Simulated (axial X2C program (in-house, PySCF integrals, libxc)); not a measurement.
# Linear BrSiBr⁺ at several levels

Aim: the two bond lengths and stretching wavenumbers of linear BrSiBr⁺, with and without spin–orbit coupling, at PBE0, HF, LDA, MP2.

Program: an in-house X2C program for linear molecules on PySCF integrals. Level of theory: all-electron X2C, two-component (2c) or spin-free, Br dyall-av3z, Si dyall-v3z. These are calculated values, not measurements.

All values are calculated.

2 further runs of the same task are left out: 2 set aside as unsound or not needed.

## 1. Set-up

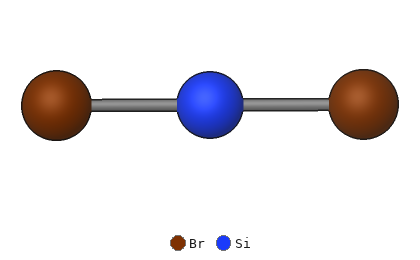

The atoms on one line, bonds 2.300 and 2.300 Å (bromine brown, silicon blue).

Input file task.json:

```json
{"zs": [35, 14, 35], "q": 1, "bas": ["dyall-av3z", "dyall-v3z", "dyall-av3z"], "r0": [2.3, 2.3], "symm": 1, "scan": ["PBE0", "HF", "LDA"], "levels": ["PBE0", "HF", "LDA"], "nst": 2}
```

Keys: zs atomic numbers; q charge; bas basis sets; r0 starting distance in Å; symm equal bonds; scan levels of the two-bond scan (MP2 follows by itself at each HF point); levels methods; nst determinants followed.

Run with:

```sh
$ python solin.py task.json out
```

Masses Br 78.918, Si 27.977, Br 78.918 u.

## 2. Scan at PBE0, 2c

State: Ω = 1/2 (beyond evenly filled blocks: ω = 1/2). Energies above the lowest point, from the job's result record:

| r(Br–Si) (Å) | r(Si–Br) (Å) | E (meV) |
| --- | --- | --- |
| 2.1372 | 2.1372 | 48.07 |
| 2.1372 | 2.1920 | 20.77 |
| 2.1372 | 2.2468 | 32.60 |
| 2.1920 | 2.1372 | 20.77 |
| 2.1920 | 2.1920 | 0.00 |
| 2.1920 | 2.2468 | 18.31 |
| 2.1920 | 2.3016 | 65.51 |
| 2.2468 | 2.1372 | 32.60 |
| 2.2468 | 2.1920 | 18.31 |
| 2.2468 | 2.2468 | 43.10 |
| 2.3016 | 2.1920 | 65.51 |
| 2.3016 | 2.3016 | 156.90 |

A quadratic surface with cubic terms in each bond gives the minimum at 2.191 and 2.191 Å, force constants 2.09, 2.09 and coupling 0.35 mdyn/Å.

## 3. Scan at HF, 2c

State: Ω = 1/2 (beyond evenly filled blocks: ω = 1/2). Energies above the lowest point, from the job's result record:

| r(Br–Si) (Å) | r(Si–Br) (Å) | E (meV) |
| --- | --- | --- |
| 2.1372 | 2.1372 | 64.20 |
| 2.1372 | 2.1920 | 27.15 |
| 2.1372 | 2.2468 | 22.77 |
| 2.1920 | 2.1372 | 27.15 |
| 2.1920 | 2.1920 | 0.00 |
| 2.1920 | 2.2468 | 5.80 |
| 2.1920 | 2.3016 | 31.91 |
| 2.2468 | 2.1372 | 22.77 |
| 2.2468 | 2.1920 | 5.80 |
| 2.2468 | 2.2468 | 22.34 |
| 2.3016 | 2.1920 | 31.91 |
| 2.3016 | 2.3016 | 108.83 |

A quadratic surface with cubic terms in each bond gives the minimum at 2.203 and 2.203 Å, force constants 1.65, 1.65 and coupling 0.57 mdyn/Å.

## 4. Scan at LDA, 2c

State: Ω = 1/2 (beyond evenly filled blocks: ω = 1/2). Energies above the lowest point, from the job's result record:

| r(Br–Si) (Å) | r(Si–Br) (Å) | E (meV) |
| --- | --- | --- |
| 2.1372 | 2.1372 | 41.12 |
| 2.1372 | 2.1920 | 17.80 |
| 2.1372 | 2.2468 | 33.57 |
| 2.1920 | 2.1372 | 17.80 |
| 2.1920 | 2.1920 | 0.00 |
| 2.1920 | 2.2468 | 21.15 |
| 2.1920 | 2.3016 | 71.85 |
| 2.2468 | 2.1372 | 33.57 |
| 2.2468 | 2.1920 | 21.15 |
| 2.2468 | 2.2468 | 47.59 |
| 2.3016 | 2.1920 | 71.85 |
| 2.3016 | 2.3016 | 164.40 |

A quadratic surface with cubic terms in each bond gives the minimum at 2.188 and 2.188 Å, force constants 2.11, 2.11 and coupling 0.28 mdyn/Å.

## 5. The levels side by side

| level | r(Br–Si) (Å) | r(Si–Br) (Å) | lower stretch (cm⁻¹) | upper stretch (cm⁻¹) |
| --- | --- | --- | --- | --- |
| PBE0, 2c | 2.191 | 2.191 | 228.9 | 499.3 |
| HF, 2c | 2.203 | 2.203 | 218.6 | 391.3 |
| LDA, 2c | 2.188 | 2.188 | 226.8 | 511.1 |
| MP2, 2c | 2.178 | 2.178 | 243.9 | 551.1 |
| PBE0, spin-free | 2.189 | 2.189 | 230.2 | 502.6 |
| HF, spin-free | 2.200 | 2.200 | 220.5 | 399.6 |
| LDA, spin-free | 2.186 | 2.186 | 228.2 | 514.2 |
| MP2, spin-free | 2.177 | 2.177 | 244.7 | 552.0 |

Scans not shown above were run alike.

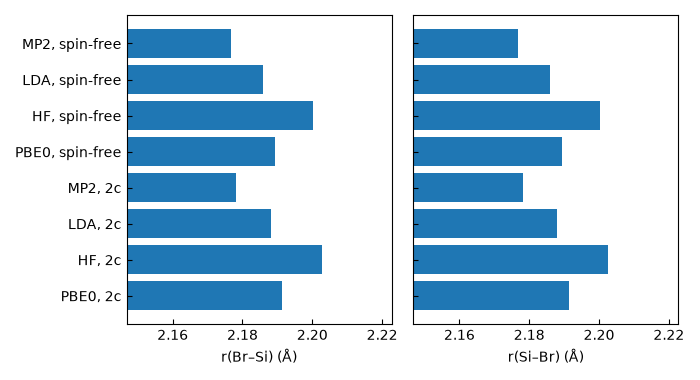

The two bond lengths by level.

In words: Over the levels the Br–Si bond spans 2.177 to 2.203 Å and the Si–Br bond 2.177 to 2.203 Å. At PBE0 going from spin-free to two-component moves the bonds by +0.002 and +0.002 Å. Each state is one determinant, the lowest of a limited PBE0 search; the stretches come from a fit to few points and are good to some per cent at best. The upper stretch spreads by more than a fifth over the levels, so it depends strongly on the method. The stretches are sorted by size, and where the two bonds are alike the symmetric and antisymmetric modes can swap order between levels. MP2 freezes inner shells (threshold -2 hartree). The molecule was held linear; bending was not examined, so a bent shape may lie lower.
